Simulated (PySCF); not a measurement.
# NMR shielding calculation, with input and output: C8H5Cl

System: C8H5Cl (1-chloro-4-ethynylbenzene), SMILES C#Cc1ccc(Cl)cc1.
Method: GIAO PBE0/pcSseg-1 NMR shielding, non-relativistic, IEF-PCM benzene (PySCF 2.14.0).

The geometry comes from this level: PBE0-D3(BJ)/def2-SVP. It belongs to a series of runs on one base structure; here: solvent benzene. Figures and captions count atoms from 1; the log counts them from 0 in places.

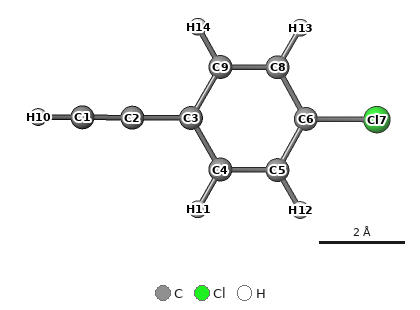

The structure as given in the input (ball-and-stick view, seen at a tilt; atoms are numbered from 1 in the order of the input).

## Summary

- outcome: converged
- total energy: −767.416371 hartree
- HOMO: −6.93 eV
- LUMO: −1.34 eV
- dipole moment: 1.17 D
- isotropic shielding, C: 38.6 to 98.2 ppm
- isotropic shielding, Cl: 704.8 ppm
- isotropic shielding, H: 23.6 to 27.8 ppm
- hardware: 1 CPU thread, shared host
- wall time: 82 s
- peak memory: 0.95 GiB

## Input
```
{"job": {"kind": "nmr", "xc": "PBE0", "basis": "pcSseg-1", "solvent": "benzene", "pop": true}, "charge": 0, "multiplicity": 1}
C      3.083837     0.511327     0.413216
C      1.900050     0.293257     0.260676
C      0.506927     0.035682     0.081911
C     -0.317936     0.984793    -0.545770
C     -1.673629     0.739734    -0.722468
C     -2.217618    -0.462800    -0.270461
Cl    -3.905704    -0.767821    -0.490380
C     -1.418032    -1.419545     0.355307
C     -0.063028    -1.168651     0.529141
H      4.131699     0.705134     0.548724
H      0.116491     1.922756    -0.896369
H     -2.315965     1.474964    -1.209515
H     -1.862652    -2.353742     0.701695
H      0.570491    -1.911271     1.017590
```

The first line tells a small driver script what to run in PySCF; the rest is the geometry in Å.

Launch command:
```bash
OMP_NUM_THREADS=1 python <driver script> task.json out
```

## The program's output
```
coarse grid: 13416 points
cycle   1  E = -767.3238766591  dE =  1.536e+00  |g| = 3.774e-01  |ddm| = 4.028e+00
cycle   2  E = -767.3235313861  dE =  3.453e-04  |g| = 3.938e-01  |ddm| = 8.669e-01
cycle   3  E = -767.3594863340  dE = -3.595e-02  |g| = 9.692e-02  |ddm| = 4.288e-01
cycle   4  E = -767.3617544093  dE = -2.268e-03  |g| = 3.150e-02  |ddm| = 1.331e-01
cycle   5  E = -767.3619871280  dE = -2.327e-04  |g| = 1.066e-02  |ddm| = 4.093e-02
cycle   6  E = -767.3620132023  dE = -2.607e-05  |g| = 2.974e-03  |ddm| = 1.197e-02
cycle   7  E = -767.3620146616  dE = -1.459e-06  |g| = 1.870e-03  |ddm| = 3.817e-03
final grid: 128272 points
cycle   8  E = -767.4163545071  dE = -2.763e-05  |g| = 7.730e-03  |ddm| = 6.444e-02
cycle   9  E = -767.4163298798  dE =  2.463e-05  |g| = 1.230e-02  |ddm| = 2.013e-02
cycle  10  E = -767.4163688395  dE = -3.896e-05  |g| = 2.850e-03  |ddm| = 1.207e-02
cycle  11  E = -767.4163707418  dE = -1.902e-06  |g| = 5.162e-04  |ddm| = 2.563e-03
cycle  12  E = -767.4163707984  dE = -5.658e-08  |g| = 1.385e-04  |ddm| = 6.671e-04
cycle  13  E = -767.4163708031  dE = -4.667e-09  |g| = 4.951e-05  |ddm| = 1.858e-04
cycle  14  E = -767.4163708037  dE = -6.260e-10  |g| = 1.068e-05  |ddm| = 6.085e-05
```

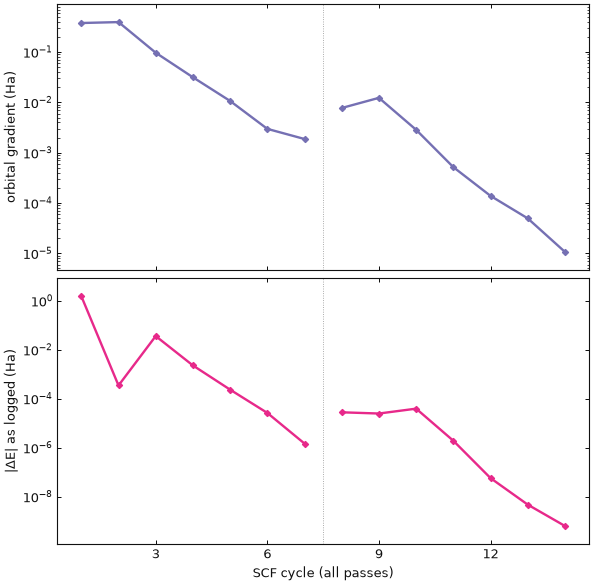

Convergence of the self-consistent field: orbital gradient and size of the energy change against the SCF cycle. The dotted line marks the change from a coarse to the final integration grid. The first 7 cycles use a coarse grid, the final grid takes over at cycle 8, and the field converges after 14 cycles in all.

```
converged SCF energy = -767.4163708037

GIAO shielding tensors (ppm)
atom      isotropic    diamagn.    paramagn.     s11        s22        s33       span
  0 C       95.776     259.469    -163.693     34.110     45.922    207.295    173.185
  1 C       98.207     247.289    -149.082     -8.514      3.764    299.371    307.885
  2 C       59.573     259.417    -199.845    -40.228     48.231    170.714    210.942
  3 C       43.507     248.654    -205.147    -61.854     28.568    163.807    225.661
  4 C       49.639     249.278    -199.639    -48.634     40.549    157.002    205.636
  5 C       38.561     254.939    -216.378    -59.669     51.276    124.078    183.747
  6 Cl     704.827    1143.955    -439.128    536.764    589.600    988.116    451.352
  7 C       49.838     249.103    -199.265    -48.256     40.458    157.314    205.570
  8 C       43.660     248.355    -204.695    -61.483     28.475    163.987    225.470
  9 H       27.801      32.559      -4.758     23.471     24.178     35.753     12.281
 10 H       23.551      30.063      -6.512     19.827     23.236     27.592      7.765
 11 H       23.752      29.058      -5.306     19.472     23.450     28.333      8.860
 12 H       23.754      28.935      -5.181     19.477     23.477     28.308      8.831
 13 H       23.553      29.933      -6.380     19.826     23.257     27.576      7.750
```

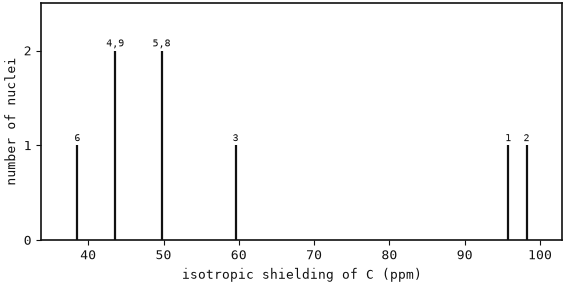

Isotropic shieldings of the carbon nuclei in this fixed geometry, labelled by atom number; shielding grows to the right, so chemical shift grows to the left. The least shielded is C6 (38.6 ppm), the most shielded C2 (98.2 ppm).

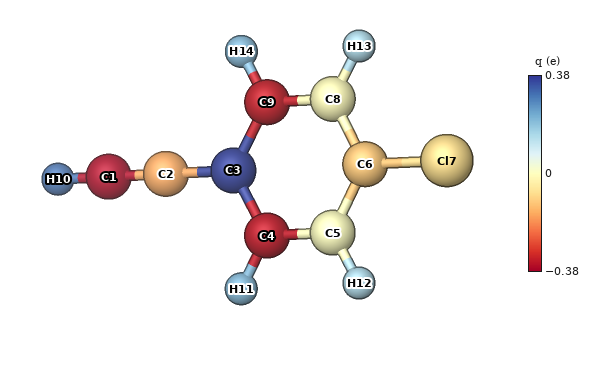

ESP-fitted charges, as the colour of each atom (ball-and-stick view, seen at an oblique angle; atoms are numbered from 1 in the order of the input). By element: C −0.36 to +0.36, Cl −0.07 and H +0.14 to +0.31 e.
